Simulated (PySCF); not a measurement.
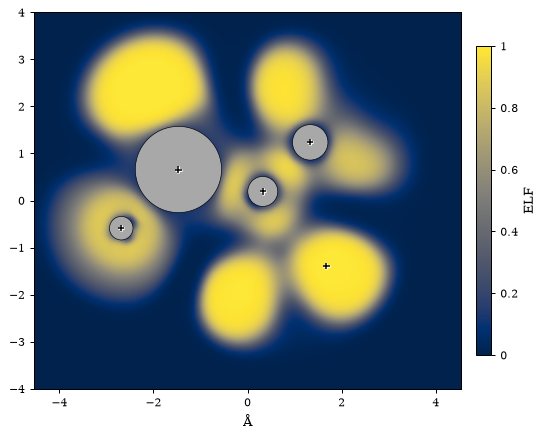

The ELF on a plane through atoms (crosses mark nuclei in the plane; grey discs cover the cores).

All numbers below come from PySCF, CAM-B3LYP/def2-SVPD, SCF density, gas phase.

Candidates:
A. C₅H₇FSi₂ (SMILES CC#C[SiH2]C#C[SiH2]F)
B. C₄H₉FGaN (SMILES C=CC[N](C)[GaH][F])

Which candidate gave the map?

Candidate B: C₄H₉FGaN on the plane of atoms C5, N4 and Ga6, which holds N, C, Ga, F and H. C–N (1.45 Å): the ELF peaks at about 0.95 between the atoms: a covalent bond. Ga–F (1.75 Å): the ELF peaks at about 0.85 in the valence shell of F, 0.5 Å from its nucleus, and is about 0.15 at the midpoint.
